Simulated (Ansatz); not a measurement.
**(H3Sn)2S (Sn2H6S): the relaxed shape and its frontier levels**

Aim: characterise (H3Sn)2S (Sn2H6S) as a singlet: its structure, frontier levels and distribution of charge.

Program: Ansatz 0.2.0, Gaussian basis. Level of theory: RKS PBE0-D4/def2-TZVP. These are calculated values, not measurements.

Levels to be run: relaxation at r2SCAN-D4/def2-SVP; a search for the lowest solution at PBE0-D4/def2-SVP; a single point at PBE0-D4/def2-TZVP; harmonic vibrations at r2SCAN-D4/def2-SVP.

1 further run of the same task is left out (set aside as unsound or not needed). Runs told in other sessions of the task aren't counted.

### 1 Where the work starts

9 atoms, charge 0, spin multiplicity 1.

Atoms are counted from 1 here; the program's logs count them from 0.

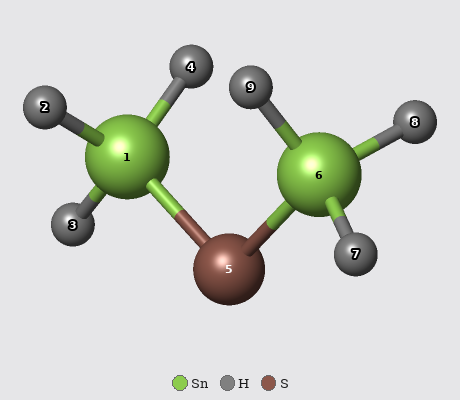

As it starts; tin green, hydrogen grey, sulfur brown; atoms are numbered from 1 in the order of the file.

Sn takes a core potential in the def2 sets. No spin-orbit coupling is included.

The start is a GFN2-xTB geometry.

### 2 Relaxation at r2SCAN-D4/def2-SVP

File in.yaml:

```yaml
crystal:
  periodic: [false, false, false]
  atoms:
    - {symbol: Sn, position_ang: [-1.076200, -1.348940, 0.814810]}
    - {symbol: H, position_ang: [-0.819980, -0.708470, 2.340770]}
    - {symbol: H, position_ang: [-1.284500, -2.996660, 0.896380]}
    - {symbol: H, position_ang: [-2.428570, -0.614140, 0.154340]}
    - {symbol: S, position_ang: [0.863320, -1.070520, -0.551270]}
    - {symbol: Sn, position_ang: [1.125030, 1.284610, -0.852210]}
    - {symbol: H, position_ang: [2.718200, 1.480640, -1.283200]}
    - {symbol: H, position_ang: [0.113030, 1.830210, -2.067650]}
    - {symbol: H, position_ang: [0.789670, 2.143280, 0.548030]}
basis:
  gaussian: {orbitals: def2-SVP}
hamiltonian: {xc: r2scan, dispersion: d4}
scf: {omitted_lower_state_checks: [starts]}
output: {orbitals: {seedname: orbitals}}
relax: {f_tol: 0.02, max_steps: 100}
```

On the command line:

```console
$ ansatz run in.yaml --threads 4 --pin off --events-out ev --progress --plain --max-ram 3916MiB
```

Log:

```text
Functional definition: r2SCAN
  name "r2SCAN"
  cite "Furness, Kaplan, Ning, Perdew & Sun, J. Phys. Chem. Lett. 11, 8208 (2020) doi:10.1021/acs.jpclett.0c02405"
  cite "Furness, Kaplan, Ning, Perdew & Sun, J. Phys. Chem. Lett. 11, 9248 (2020) doi:10.1021/acs.jpclett.0c03077"
  parent r2scan
  parameter k0 = 0.174
  parameter k1 = 0.065
  parameter a1 = 4.9479
  exchange = r2scan_x(k0 = k0, k1 = k1, a1 = a1)
  correlation = r2scan_c
these checks for a lower state are left out or cut short: starts
1135 factors; their error is unknown
mean field evaluation 1: about -22594.9515 eV, gradient 1.8e1 eV
mean field evaluation 2: about -22594.7922 eV, gradient 2.0e1 eV
mean field evaluation 4: about -22595.8997 eV, gradient 1.1e0 eV
mean field evaluation 8: about -22595.8753 eV, gradient 7.4e-2 eV
mean field -22595.87530651 eV, -830.3831014799 hartree, gradient 5.6e-5 eV, S^2 0.000000; 0 other end points of the search recorded, 0 dependent functions left out
the calculation of the forces begins
reference -22595.87532083 eV, -830.3831020063 hartree; 33, 33 occupied and 67, 67 virtual orbitals, 1135 factors
relax step   1: F+E_penalty+E_count = -22595.92903763 eV  Δ(F+E_penalty+E_count) = +0.000e0 eV  max|allowed force component| = 6.997e-1 eV/Å  Δτ_max = 0.0000 Å  (24 SCF iters, accepted)
these checks for a lower state are left out or cut short: starts, cluster_reference, orbital_swaps, neighbouring_geometries, increment
1135 factors; their error is unknown
mean field evaluation 16: about -22595.9388 eV, gradient 6.8e0 eV
mean field -22595.96429380 eV, -830.3863717025 hartree, gradient 2.4e-5 eV, S^2 0.000000; 0 other end points of the search recorded, 0 dependent functions left out
the calculation of the forces begins
reference -22595.96430806 eV, -830.3863722264 hartree; 33, 33 occupied and 67, 67 virtual orbitals, 1135 factors
relax step   2: F+E_penalty+E_count = -22596.01779285 eV  Δ(F+E_penalty+E_count) = -8.876e-2 eV  max|allowed force component| = 2.630e-1 eV/Å  Δτ_max = 0.1186 Å  (28 SCF iters, accepted)
these checks for a lower state are left out or cut short: starts, cluster_reference, orbital_swaps, neighbouring_geometries, increment
1135 factors; their error is unknown
mean field -22595.98981809 eV, -830.3873097028 hartree, gradient 6.8e-6 eV, S^2 0.000000; 0 other end points of the search recorded, 0 dependent functions left out
the calculation of the forces begins
reference -22595.98983237 eV, -830.3873102274 hartree; 33, 33 occupied and 67, 67 virtual orbitals, 1135 factors
relax step   3: F+E_penalty+E_count = -22596.04340409 eV  Δ(F+E_penalty+E_count) = -2.561e-2 eV  max|allowed force component| = 3.827e-2 eV/Å  Δτ_max = 0.0363 Å  (28 SCF iters, accepted)
these checks for a lower state are left out or cut short: starts, cluster_reference, orbital_swaps, neighbouring_geometries, increment
1135 factors; their error is unknown
mean field evaluation 32: about -22595.9958 eV, gradient 8.4e-2 eV
mean field -22595.99585467 eV, -830.3875315431 hartree, gradient 7.8e-6 eV, S^2 0.000000; 0 other end points of the search recorded, 0 dependent functions left out
the calculation of the forces begins
reference -22595.99586887 eV, -830.3875320648 hartree; 33, 33 occupied and 67, 67 virtual orbitals, 1135 factors
relax step   4: F+E_penalty+E_count = -22596.04983248 eV  Δ(F+E_penalty+E_count) = -6.428e-3 eV  max|allowed force component| = 6.070e-2 eV/Å  Δτ_max = 0.1227 Å  (28 SCF iters, accepted)
these checks for a lower state are left out or cut short: starts, cluster_reference, orbital_swaps, neighbouring_geometries, increment
1135 factors; their error is unknown
mean field -22595.97948758 eV, -830.3869300637 hartree, gradient 5.5e-6 eV, S^2 0.000000; 0 other end points of the search recorded, 0 dependent functions left out
the calculation of the forces begins
reference -22595.97950159 eV, -830.3869305784 hartree; 33, 33 occupied and 67, 67 virtual orbitals, 1135 factors
relax step   5: F+E_penalty+E_count = -22596.03412538 eV  Δ(F+E_penalty+E_count) = +1.571e-2 eV  max|allowed force component| = 2.188e-1 eV/Å  Δτ_max = 0.1231 Å  (28 SCF iters, rejected (line search))
these checks for a lower state are left out or cut short: starts, cluster_reference, orbital_swaps, neighbouring_geometries, increment
1135 factors; their error is unknown
mean field -22595.99725865 eV, -830.3875831384 hartree, gradient 6.5e-6 eV, S^2 0.000000; 0 other end points of the search recorded, 0 dependent functions left out
the calculation of the forces begins
reference -22595.99727283 eV, -830.3875836596 hartree; 33, 33 occupied and 67, 67 virtual orbitals, 1135 factors
relax step   6: F+E_penalty+E_count = -22596.05140354 eV  Δ(F+E_penalty+E_count) = -1.571e-3 eV  max|allowed force component| = 7.031e-3 eV/Å  Δτ_max = 0.0527 Å  (28 SCF iters, accepted)
these checks for a lower state are left out or cut short: starts, cluster_reference, orbital_swaps, neighbouring_geometries, increment
1135 factors; their error is unknown
mean field -22595.99749387 eV, -830.3875917824 hartree, gradient 5.7e-6 eV, S^2 0.000000; 0 other end points of the search recorded, 0 dependent functions left out
the calculation of the forces begins
reference -22595.99750804 eV, -830.3875923034 hartree; 33, 33 occupied and 67, 67 virtual orbitals, 1135 factors
relax step   7: F+E_penalty+E_count = -22596.05172507 eV  Δ(F+E_penalty+E_count) = -3.215e-4 eV  max|allowed force component| = 2.599e-2 eV/Å  Δτ_max = 0.0364 Å  (29 SCF iters, accepted)
these checks for a lower state are left out or cut short: starts, cluster_reference, orbital_swaps, neighbouring_geometries, increment
1135 factors; their error is unknown
mean field evaluation 64: about -22595.9977 eV, gradient 5.7e-6 eV
mean field -22595.99768076 eV, -830.3875986507 hartree, gradient 5.7e-6 eV, S^2 0.000000; 0 other end points of the search recorded, 0 dependent functions left out
the calculation of the forces begins
reference -22595.99769495 eV, -830.3875991719 hartree; 33, 33 occupied and 67, 67 virtual orbitals, 1135 factors
relax step   8: F+E_penalty+E_count = -22596.05194492 eV  Δ(F+E_penalty+E_count) = -2.199e-4 eV  max|allowed force component| = 3.562e-2 eV/Å  Δτ_max = 0.0258 Å  (29 SCF iters, accepted)
these checks for a lower state are left out or cut short: starts, cluster_reference, orbital_swaps, neighbouring_geometries, increment
1135 factors; their error is unknown
mean field -22595.99784762 eV, -830.3876047826 hartree, gradient 8.1e-6 eV, S^2 0.000000; 0 other end points of the search recorded, 0 dependent functions left out
the calculation of the forces begins
reference -22595.99786183 eV, -830.3876053049 hartree; 33, 33 occupied and 67, 67 virtual orbitals, 1135 factors
relax step   9: F+E_penalty+E_count = -22596.05214896 eV  Δ(F+E_penalty+E_count) = -2.040e-4 eV  max|allowed force component| = 4.983e-2 eV/Å  Δτ_max = 0.0844 Å  (28 SCF iters, accepted)
these checks for a lower state are left out or cut short: starts, cluster_reference, orbital_swaps, neighbouring_geometries, increment
1135 factors; their error is unknown
mean field -22595.99815603 eV, -830.3876161163 hartree, gradient 5.7e-6 eV, S^2 0.000000; 0 other end points of the search recorded, 0 dependent functions left out
the calculation of the forces begins
reference -22595.99817025 eV, -830.3876166390 hartree; 33, 33 occupied and 67, 67 virtual orbitals, 1135 factors
relax step  10: F+E_penalty+E_count = -22596.05240732 eV  Δ(F+E_penalty+E_count) = -2.584e-4 eV  max|allowed force component| = 3.787e-2 eV/Å  Δτ_max = 0.0153 Å  (29 SCF iters, accepted)
these checks for a lower state are left out or cut short: starts, cluster_reference, orbital_swaps, neighbouring_geometries, increment
1135 factors; their error is unknown
mean field -22595.99856840 eV, -830.3876312708 hartree, gradient 5.7e-6 eV, S^2 0.000000; 0 other end points of the search recorded, 0 dependent functions left out
the calculation of the forces begins
reference -22595.99858264 eV, -830.3876317940 hartree; 33, 33 occupied and 67, 67 virtual orbitals, 1135 factors
relax step  11: F+E_penalty+E_count = -22596.05279767 eV  Δ(F+E_penalty+E_count) = -3.904e-4 eV  max|allowed force component| = 1.416e-3 eV/Å  Δτ_max = 0.0131 Å  (29 SCF iters, accepted)
these checks for a lower state are left out or cut short: starts, cluster_reference, orbital_swaps, neighbouring_geometries, increment
1135 factors; their error is unknown
mean field -22595.99863094 eV, -830.3876335690 hartree, gradient 5.5e-6 eV, S^2 0.000000; 0 other end points of the search recorded, 0 dependent functions left out
the calculation of the forces begins
reference -22595.99864518 eV, -830.3876340924 hartree; 33, 33 occupied and 67, 67 virtual orbitals, 1135 factors
relax step  12: F+E_penalty+E_count = -22596.05285368 eV  Δ(F+E_penalty+E_count) = -5.601e-5 eV  max|allowed force component| = 5.020e-3 eV/Å  Δτ_max = 0.0206 Å  (29 SCF iters, accepted)
these checks for a lower state are left out or cut short: starts
1135 factors; their error is unknown
mean field -22595.99863094 eV, -830.3876335690 hartree, gradient 5.5e-6 eV, S^2 0.000000; 0 other end points of the search recorded, 0 dependent functions left out
the calculation of the forces begins
reference -22595.99864518 eV, -830.3876340924 hartree; 33, 33 occupied and 67, 67 virtual orbitals, 1135 factors
Total energy: -22596.05286793 eV, -830.3896267416 hartree
Atom 0 at    -1.040948    -1.311863     0.791070 Å, force     0.002181     0.000647    -0.001122 eV/Å
Atom 1 at    -0.818660    -0.642442     2.353202 Å, force     0.000016     0.000246    -0.000967 eV/Å
Atom 2 at    -1.395348    -2.980992     0.872031 Å, force     0.001195    -0.001185    -0.000729 eV/Å
Atom 3 at    -2.267296    -0.451701    -0.045304 Å, force     0.001417    -0.000198    -0.000392 eV/Å
Atom 4 at     1.038411    -1.159740    -0.461948 Å, force    -0.005020     0.004430     0.001991 eV/Å
Atom 5 at     1.100627     1.245698    -0.818256 Å, force    -0.000745    -0.003772     0.003044 eV/Å
Atom 6 at     2.668220     1.571297    -1.414158 Å, force    -0.000909    -0.000793    -0.000531 eV/Å
Atom 7 at    -0.105609     1.688644    -1.952550 Å, force     0.001028     0.000261     0.001397 eV/Å
Atom 8 at     0.820602     2.041109     0.675914 Å, force     0.000837     0.000364    -0.002691 eV/Å
Dipole moment:    -0.226801     0.254453     0.100540 e Å
Checks for a lower state left out: starts
```

Wall time 29 s (4 threads of Arm Neoverse V1, shared host).

Relaxation path: (the energy doesn't fall at every step)

| step | energy from step 1 (eV) | largest force component (eV/Å) |
| --- | --- | --- |
| 1 | 0.0000 | 0.6997 |
| 2 | -0.0888 | 0.2630 |
| 3 | -0.1144 | 0.0383 |
| 4 | -0.1208 | 0.0607 |
| 5 | -0.1051 | 0.2188 |
| 6 | -0.1224 | 0.0070 |
| 7 | -0.1227 | 0.0260 |
| 8 | -0.1229 | 0.0356 |
| 9 | -0.1231 | 0.0498 |
| 10 | -0.1234 | 0.0379 |
| 11 | -0.1238 | 0.0014 |
| 12 | -0.1238 | 0.0050 |

The force was under the threshold of 0.02 eV/Å already at step 6, but the program went on to step 12.

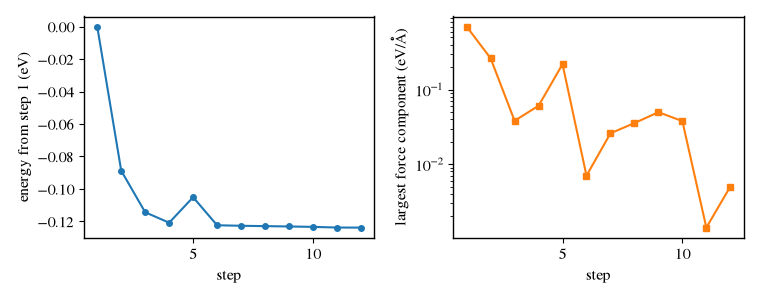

Energy and force, step by step.

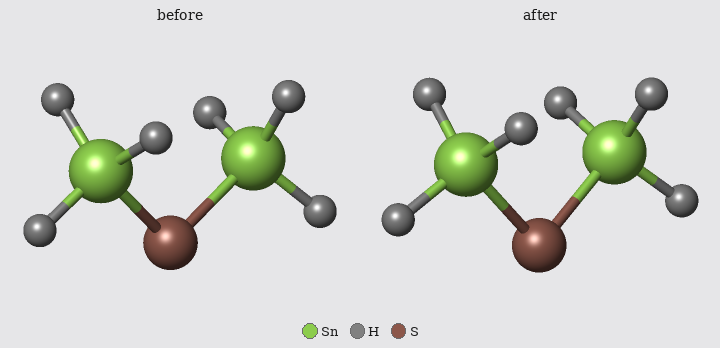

Before and after, at one scale.

Close pairs (by a distance rule), those that changed most:

```csv
bond,before (Å),after (Å),change (Å)
Sn6–H7,1.662,1.708,+0.046
Sn1–H3,1.663,1.708,+0.045
Sn1–S5,2.389,2.432,+0.044
S5–Sn6,2.389,2.432,+0.044
Sn6–H8,1.673,1.714,+0.041
Sn1–H4,1.675,1.716,+0.041
Sn1–H2,1.675,1.714,+0.039
Sn6–H9,1.676,1.716,+0.039
```

Bonds by kind at the end (by distance):

```csv
bond,count,shortest (Å),longest (Å)
S–Sn,2,2.432,2.432
H–Sn,6,1.708,1.716
```

### 3 Searching for the lowest solution, PBE0-D4/def2-SVP

start.molden holds the orbitals of an earlier run on this state, given as this run's starting guess.

File in.yaml:

```yaml
crystal:
  periodic: [false, false, false]
  atoms:
    - {symbol: Sn, position_ang: [-1.040948, -1.311863, 0.791070]}
    - {symbol: H, position_ang: [-0.818660, -0.642442, 2.353202]}
    - {symbol: H, position_ang: [-1.395348, -2.980992, 0.872031]}
    - {symbol: H, position_ang: [-2.267296, -0.451701, -0.045304]}
    - {symbol: S, position_ang: [1.038411, -1.159740, -0.461948]}
    - {symbol: Sn, position_ang: [1.100627, 1.245698, -0.818256]}
    - {symbol: H, position_ang: [2.668220, 1.571297, -1.414158]}
    - {symbol: H, position_ang: [-0.105609, 1.688644, -1.952550]}
    - {symbol: H, position_ang: [0.820602, 2.041109, 0.675914]}
basis:
  gaussian: {orbitals: def2-SVP, initial_orbitals: start.molden}
hamiltonian: {xc: pbe0, dispersion: d4}
output: {orbitals: {seedname: orbitals}}
```

Launched as before.

Log:

```text
Functional definition: PBE0
  name "PBE0"
  cite "Adamo & Barone, J. Chem. Phys. 110, 6158 (1999) doi:10.1063/1.478522"
  cite "Perdew, Burke & Ernzerhof, Phys. Rev. Lett. 77, 3865 (1996) doi:10.1103/PhysRevLett.77.3865"
  parent pbe
  parameter a = 0.25
  parameter kappa = 0.804
  parameter beta = 0.06672455060314922
  exchange = (1 - a)*pbe_x(kappa = kappa, mu = beta*pi^2/3) + a*exact_x
  correlation = pbe_c(beta = beta)
1148 factors; integrals over basis functions are off by at most 4.4e-4 eV
mean field evaluation 1: about -22588.7373 eV, gradient 3.9e0 eV
mean field evaluation 2: about -22588.7692 eV, gradient 3.2e-2 eV
mean field evaluation 4: about -22588.8176 eV, gradient 1.8e-4 eV
mean field evaluation 8: about -22587.9977 eV, gradient 1.6e1 eV
mean field evaluation 16: about -22588.8176 eV, gradient 4.0e-3 eV
mean field -22588.81757583 eV, -830.1237346614 hartree, gradient 1.8e-5 eV, S^2 0.000000; 1 other end points of the search recorded, 0 dependent functions left out
reference -22588.81761344 eV, -830.1237360435 hartree; 33, 33 occupied and 67, 67 virtual orbitals, 1148 factors
Total energy: -22589.02317701 eV, -830.1312903653 hartree
```

It took 1.8 s on 4 threads of Arm Neoverse V1, shared host.

From the report: HOMO -6.97 eV, LUMO -0.78 eV.

### 4 Single point, PBE0-D4/def2-TZVP

Changes to in.yaml since step 3:

```diff
@@ -13,4 +13,5 @@
 basis:
-  gaussian: {orbitals: def2-SVP, initial_orbitals: start.molden}
+  gaussian: {orbitals: def2-TZVP, initial_orbitals: start.molden}
 hamiltonian: {xc: pbe0, dispersion: d4}
+scf: {omitted_lower_state_checks: [starts]}
 output: {orbitals: {seedname: orbitals}}
```

Launched as before.

Log:

```text
Functional definition: PBE0
  name "PBE0"
  cite "Adamo & Barone, J. Chem. Phys. 110, 6158 (1999) doi:10.1063/1.478522"
  cite "Perdew, Burke & Ernzerhof, Phys. Rev. Lett. 77, 3865 (1996) doi:10.1103/PhysRevLett.77.3865"
  parent pbe
  parameter a = 0.25
  parameter kappa = 0.804
  parameter beta = 0.06672455060314922
  exchange = (1 - a)*pbe_x(kappa = kappa, mu = beta*pi^2/3) + a*exact_x
  correlation = pbe_c(beta = beta)
these checks for a lower state are left out or cut short: starts
1457 factors; their error is unknown
mean field evaluation 1: about -22591.9524 eV, gradient 8.4e1 eV
mean field evaluation 2: about -22592.9482 eV, gradient 1.8e0 eV
mean field evaluation 4: about -22593.1311 eV, gradient 2.5e-1 eV
mean field evaluation 8: about -22593.1311 eV, gradient 2.5e-5 eV
mean field -22593.13113768 eV, -830.2822551355 hartree, gradient 2.5e-5 eV, S^2 0.000000; 0 other end points of the search recorded, 0 dependent functions left out
reference -22593.13118211 eV, -830.2822567683 hartree; 33, 33 occupied and 140, 140 virtual orbitals, 1457 factors
Total energy: -22593.33674568 eV, -830.2898110901 hartree
Checks for a lower state left out: starts
```

Wall time 2.4 s (4 threads of Arm Neoverse V1, shared host).

HOMO -7.08 eV, LUMO -0.95 eV.

Mulliken charges, from this run's orbitals:

```
atom  value (e)
 Sn1       0.39
  H2      -0.04
  H3      -0.04
  H4      -0.04
  S5      -0.54
 Sn6       0.39
  H7      -0.04
  H8      -0.04
  H9      -0.04
```

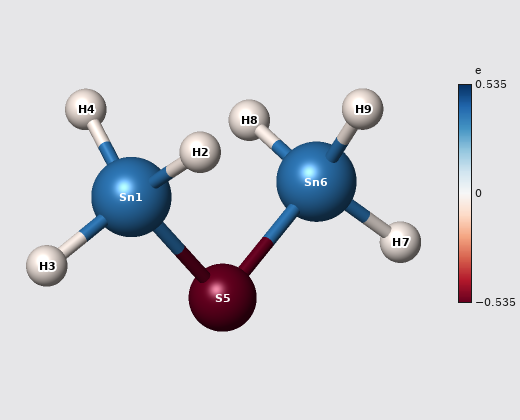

Mulliken charges, from this run's orbitals, as colours on the atoms.

Largest Mayer bond orders: Sn1–S5 0.97; S5–Sn6 0.97; Sn1–H3 0.93; Sn6–H7 0.93; Sn1–H2 0.92; Sn6–H8 0.92; Sn1–H4 0.92; Sn6–H9 0.92.

### 5 Harmonic vibrations

Changes to in.yaml since step 4:

```diff
@@ -13,5 +13,5 @@
 basis:
-  gaussian: {orbitals: def2-TZVP, initial_orbitals: start.molden}
-hamiltonian: {xc: pbe0, dispersion: d4}
+  gaussian: {orbitals: def2-SVP}
+hamiltonian: {xc: r2scan, dispersion: d4}
 scf: {omitted_lower_state_checks: [starts]}
-output: {orbitals: {seedname: orbitals}}
+phonons: {temperatures: {t_min: 298.15, t_max: 900, t_step: 200}}
```

The command is unchanged.

Log, shortened:

```text
Functional definition: r2SCAN
  name "r2SCAN"
  cite "Furness, Kaplan, Ning, Perdew & Sun, J. Phys. Chem. Lett. 11, 8208 (2020) doi:10.1021/acs.jpclett.0c02405"
  cite "Furness, Kaplan, Ning, Perdew & Sun, J. Phys. Chem. Lett. 11, 9248 (2020) doi:10.1021/acs.jpclett.0c03077"
  parent r2scan
[...]
1135 factors; their error is unknown
[...]
mean field -22595.99860315 eV, -830.3876325478 hartree, gradient 1.4e-5 eV, S^2 0.000000; 0 other end points of the search recorded, 0 dependent functions left out
[...]
reference -22595.99861741 eV, -830.3876330717 hartree; 33, 33 occupied and 67, 67 virtual orbitals, 1135 factors
[...]
1135 factors; their error is unknown
[...]
mean field -22595.99854894 eV, -830.3876305555 hartree, gradient 1.1e-6 eV, S^2 0.000000; 0 other end points of the search recorded, 0 dependent functions left out
[...]
Atom 2 at    -1.395348    -2.980992     0.872031 Å, force     0.001247    -0.001182    -0.000698 eV/Å
Atom 3 at    -2.267296    -0.451701    -0.045304 Å, force     0.001457    -0.000293    -0.000401 eV/Å
Atom 4 at     1.038411    -1.159740    -0.461948 Å, force    -0.004905     0.004009     0.001499 eV/Å
Atom 5 at     1.100627     1.245698    -0.818256 Å, force    -0.000824    -0.003684     0.003392 eV/Å
Atom 6 at     2.668220     1.571297    -1.414158 Å, force    -0.000908    -0.000753    -0.000486 eV/Å
Atom 7 at    -0.105609     1.688644    -1.952550 Å, force     0.001063     0.000208     0.001317 eV/Å
Atom 8 at     0.820602     2.041109     0.675914 Å, force     0.000768     0.000404    -0.002716 eV/Å
Dipole moment:    -0.226801     0.254455     0.100541 e Å
Vibrations: 40.97 56.48 66.43 323.12 355.36 450.88 465.03 476.51 497.61 676.00 704.53 707.14 708.30 714.50 727.08 1904.04 1909.96 1915.97 1919.74 1940.68 1944.76 cm⁻¹, zero-point energy 1.147169 eV
Checks for a lower state left out: starts
```

It took 71 s on 4 threads of Arm Neoverse V1, shared host.

Motions are named by where the mode's potential energy lies. The modes, unscaled (a negative number is an imaginary wavenumber):

| mode | cm⁻¹ | motion |
| --- | --- | --- |
| 1 | 41 | torsion |
| 2 | 56 | torsion |
| 3 | 66 | bend |
| 4 | 323 | Sn–S stretch |
| 5 | 355 | Sn–S stretch |
| 6 | 451 | bend |
| 7 | 465 | bend |
| 8 | 477 | bend |
| 9 | 498 | bend |
| 10 | 676 | bend |
| 11 | 705 | bend |
| 12 | 707 | bend |
| 13 | 708 | bend |
| 14 | 714 | bend |
| 15 | 727 | bend |
| 16 | 1904 | Sn–H stretch |
| 17 | 1910 | Sn–H stretch |
| 18 | 1916 | Sn–H stretch |
| 19 | 1920 | Sn–H stretch |
| 20 | 1941 | Sn–H stretch |
| 21 | 1945 | Sn–H stretch |

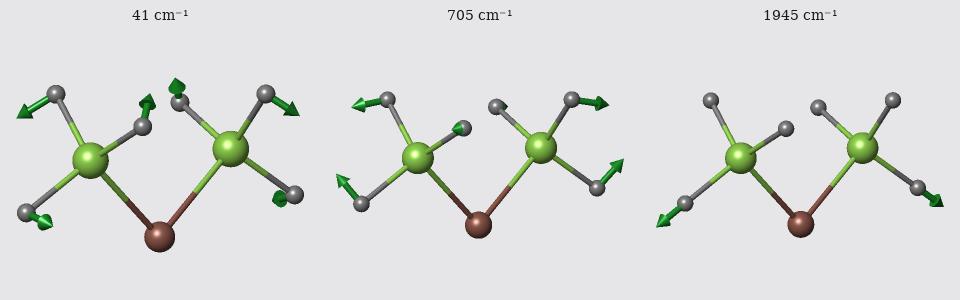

Displacements of 3 modes, as arrows.

### 6 What came out

```
                       quantity                           value
                    point group                              C2
 commonest bond, hydrogen aside  S–Sn, 2 of mean length 2.432 Å
HOMO, LUMO at PBE0-D4/def2-TZVP                 -7.08, -0.95 eV
   dipole at r2SCAN-D4/def2-SVP                          1.71 D
     lowest, highest wavenumber                   41, 1945 cm⁻¹
```

What this shows: The molecule keeps its bonding pattern by the stored test; the atoms moved 0.18 Å (rms). All wavenumbers are real: a minimum at this level. The point group is read from a loosely relaxed geometry; soft torsions can leave it below the true symmetry.
